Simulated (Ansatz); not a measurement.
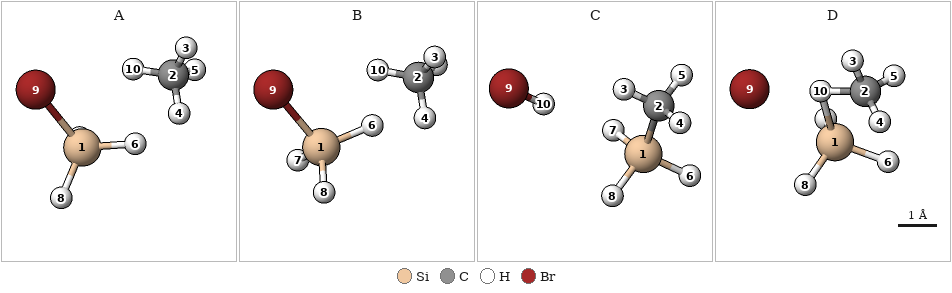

4 geometries from a converged minimum-energy path of CH$_{7}$BrSi, shuffled. Style: ball-and-stick. Shown from a free direction.

Level of theory: RKS PBE0-D4/def2-SVP in Ansatz 0.2.0. Settings: 5 movable images; climbing image; force threshold 0.05 eV/Å; iteration limit 60; starting path through a guess of the saddle point.

> One of them is the converged climbing image. Which?

D. In order along the path, whose images run from 0 to 6: C (image 0, 0.00 eV), D (image 2, +1.70 eV), A (image 4, −0.88 eV), B (image 5, −0.90 eV). Breaking: Br9–H10 (1.43 → 1.95 at the top → 3.18 Å), Si1–C2 (1.88 → 2.16 at the top → 3.82 Å). Forming: C2–H10 (3.53 → 1.24 at the top → 1.10 Å), Si1–Br9 (4.02 → 2.75 at the top → 2.23 Å).

Cost: 4.8 min on 2 threads of Intel(R) Xeon(R) Platinum 8259CL CPU @ 2.50GHz (Skylake/Cascade Lake) (shared host), peak memory 0.25 GiB.
